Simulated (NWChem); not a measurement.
# C4H6S (SMILES C1=CSCC1): HF/6-31G(d) (spherical functions, tol2e 1e-08)

Aim: the vertical ionisation energy of C4H6S at HF/6-31G* (spherical functions, tol2e 1e-08), from 2 runs. 

The calculation is run with NWChem 7.3.0.

## (1) Starting point

C4H6S has 11 atoms, charge 0, and is taken as a singlet. SMILES: `C1=CSCC1`. The shape is that of a PBE0-D4/def2-TZVP optimisation. This is one conformer, not always the lowest.

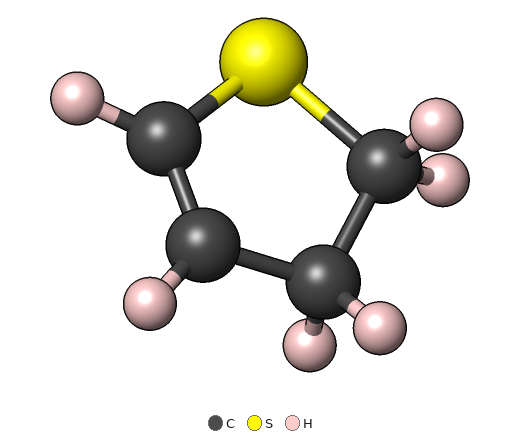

Viewed from a chosen angle; carbon dark grey, sulfur yellow, hydrogen pink.

## (2) The energy at HF/6-31G(d) (spherical functions, tol2e 1e-08)

test.nw reads:

```
start test
title "C4H6S"
memory stack 880 mb heap 220 mb global 1100 mb

geometry units angstrom noautosym nocenter noautoz
  C        0.280500       1.058200      -0.374100
  C        1.266700       0.759000       0.465700
  S        1.220700      -0.865500       1.112000
  C       -0.478300      -1.076400       0.485100
  C       -0.649000      -0.083500      -0.663200
  H        0.197200       2.015800      -0.873100
  H        2.082600       1.409500       0.751800
  H       -0.623300      -2.113100       0.183800
  H       -1.164400      -0.846900       1.303500
  H       -0.374400      -0.543900      -1.622300
  H       -1.692700       0.229900      -0.748800
end

basis "ao basis" spherical bse
  * library 6-31G*
end

scf
  singlet
  rhf
  thresh 1e-08
  maxiter 80
  tol2e 1e-08
  noprint "final vectors analysis"
end

task scf energy
```

Run with:

```sh
nwchem test.nw > test.out
```

What it wrote:

```text
[...]
  functions       =    86
[...]
  wavefunction    = RHF
[...]
         Total SCF energy =   -552.450536238045
      One-electron energy =  -1191.353626825057
      Two-electron energy =    420.741079078410
 Nuclear repulsion energy =    218.162011508602
        Time for solution =     17.7s
[...]
```

It took 19 s on 1 thread of AMD EPYC 9R14 (Zen 4), shared host; peak memory 0.097 GiB.

## (3) The doublet cation

test.nw reads:

```
start test
title "C4H6S"
memory total 2200 mb
charge 1
geometry noautosym nocenter noautoz
C     0.280500    1.058200   -0.374100
C     1.266700    0.759000    0.465700
S     1.220700   -0.865500    1.112000
C    -0.478300   -1.076400    0.485100
C    -0.649000   -0.083500   -0.663200
H     0.197200    2.015800   -0.873100
H     2.082600    1.409500    0.751800
H    -0.623300   -2.113100    0.183800
H    -1.164400   -0.846900    1.303500
H    -0.374400   -0.543900   -1.622300
H    -1.692700    0.229900   -0.748800
end
basis "ao basis" spherical bse
* library 6-31G*
end
scf
doublet
uhf
thresh 1e-08
maxiter 80
tol2e 1e-08
print low
end
task scf energy
```

Run with:

```sh
nwchem test.nw > test.out
```

What it wrote:

```text
[...]
  functions       =    86
[...]
  wavefunction    = UHF
[...]
         Total SCF energy =   -552.194151156313
      One electron energy =  -1180.135918781937
      Two electron energy =    409.779756117022
 Nuclear repulsion energy =    218.162011508602
                       Sz =      0.5000
                 Sz(Sz+1) =      0.7500
                      S^2 =      0.8605
[...]
```

It took 45 s on 1 thread of AMD EPYC 9R14 (Zen 4), shared host; peak memory 0.099 GiB.

## (4) Outcome

Level: HF/6-31G* (spherical functions, tol2e 1e-08).

| quantity | value |
| --- | --- |
| singlet C4H6S: total energy | -552.45054 Eh |
| singlet C4H6S: dipole moment | 1.83 D |
| doublet cation: total energy | -552.19415 Eh |
| doublet cation: ⟨S²⟩ | 0.861 |
| vertical ionisation energy (to the doublet cation) | 6.977 eV |

**Reading.** Removing an electron at fixed nuclei costs 6.98 eV (673 kJ/mol). ⟨S²⟩ (doublet cation) is 0.86 where a pure doublet has 0.75: the reference is spin-contaminated.
